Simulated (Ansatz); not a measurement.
CH$_{5}$S$_{2}$ (charge +1)

The calculation's input:

```
crystal:
  periodic: [false, false, false]
  atoms:
    - {symbol: S, position_ang: [-1.629170, 0.312452, 0.095052]}
    - {symbol: C, position_ang: [0.103238, 0.517640, 0.424599]}
    - {symbol: S, position_ang: [0.912996, -1.154420, 0.538822]}
    - {symbol: H, position_ang: [-1.519068, 0.257437, -1.244196]}
    - {symbol: H, position_ang: [0.642296, 1.115289, -0.306823]}
    - {symbol: H, position_ang: [0.231458, 0.934476, 1.424512]}
    - {symbol: H, position_ang: [2.234743, -0.846104, 0.488465]}
    - {symbol: H, position_ang: [0.851146, -1.492619, -0.766533]}
basis:
  gaussian: {orbitals: def2-TZVPP}
total_charge: 1
hamiltonian: {xc: pbe0, dispersion: d4}
output: {orbitals: {seedname: orbitals}}
```

Command:

```sh
ansatz run in.yaml --threads 2 --pin off --events-out ev --progress --plain --max-ram 4352MiB
```

Geometry: PBE0-D4/def2-TZVP.

These are results of Ansatz, RKS PBE0-D4/def2-TZVPP, not measurements.

What can the converged electron density and electron localisation function tell about the bonding?

Answer. C–S (1.78 Å): ρ is about 1.3 e/Å³ halfway; the ELF peaks at about 0.90 between the atoms, as expected for localised, covalent bonding.
C–S (1.86 Å): the density is about 1.2 e/Å³ at the midpoint; the ELF peaks at about 0.90 between the atoms; a covalent bond.

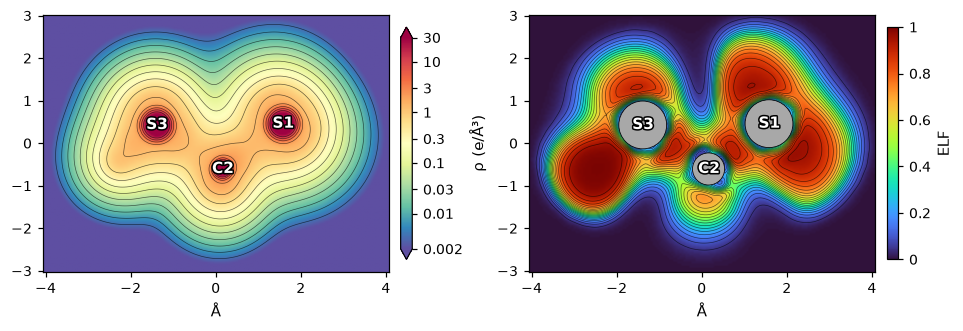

Computed electron density and electron localisation function on the plane of atoms S1, C2 and S3, in this order. Grey discs cover the atomic cores in the ELF map. 
